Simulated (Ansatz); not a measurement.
# A ladder of methods for InF (SMILES [F][In])

InF has 2 atoms, charge 0, and is taken as a singlet. SMILES: `[F][In]`. Geometry: relaxed at PBE0-D4/def2-TZVP.

| atom | x (Å) | y (Å) | z (Å) |
| --- | --- | --- | --- |
| F | 0.0000 | 0.0000 | 0.0159 |
| In | 0.0000 | 0.0000 | 2.0096 |

Each level gives the energy change with the F1–In2 bond stretched from 1.994 to 5.064 Å (eV). The values are calculated.

| level | kind | program | value (eV) | less FCI/STO-3G | CPU time (all runs) |
| --- | --- | --- | --- | --- | --- |
| HF/STO-3G (restricted) | Hartree–Fock | Ansatz | 9.28 | +4.96 | 0.7 s |
| revPBE/STO-3G (restricted) | GGA | Ansatz | 6.63 | +2.31 | 8.3 s |
| BHLYP/STO-3G (restricted) | global hybrid | Ansatz | 8.24 | +3.92 | 3.1 s |
| wB97M-V/STO-3G (restricted) | range-separated hybrid | Ansatz | 8.64 | +4.32 | 34 s |
| B2PLYP/STO-3G (restricted) | double hybrid | Ansatz | 4.65 | +0.33 | 4.8 s |
| MP2/STO-3G (restricted) | perturbation theory | Ansatz | 3.64 | -0.68 | 1.4 s |
| BCCD(T)/STO-3G (restricted) | coupled cluster or CI | Ansatz | 4.30 | -0.02 | 1.3 s |
| FCI/STO-3G | exact in the basis | Ansatz | 4.32 | 0.00 | 2.5 s |

FCI/STO-3G is exact within its basis and frozen core, so for wave-function methods in that basis the difference is their error; functionals converge differently with the basis, so for them it is only a difference. Spin-restricted single references rise too steeply as a bond breaks, Hartree–Fock most of all. Perturbation and coupled-cluster corrections on them can overshoot downwards. All-electron rows without a relativistic Hamiltonian named are non-relativistic. The first shape isn't each level's own minimum. The values span 3.64 to 9.28 eV. All rows use very small basis sets, so even the best lies far from the true value. In the correlated wave-function rows the outer d shell of In is correlated, in sets not made for it. CPU times are rough (shared hosts, several kinds of processor): they show what a rung costs within a factor of a few.

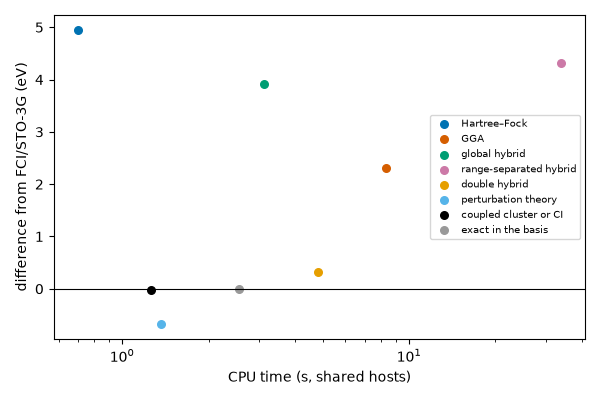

Difference from FCI/STO-3G against processor time, one point a level.
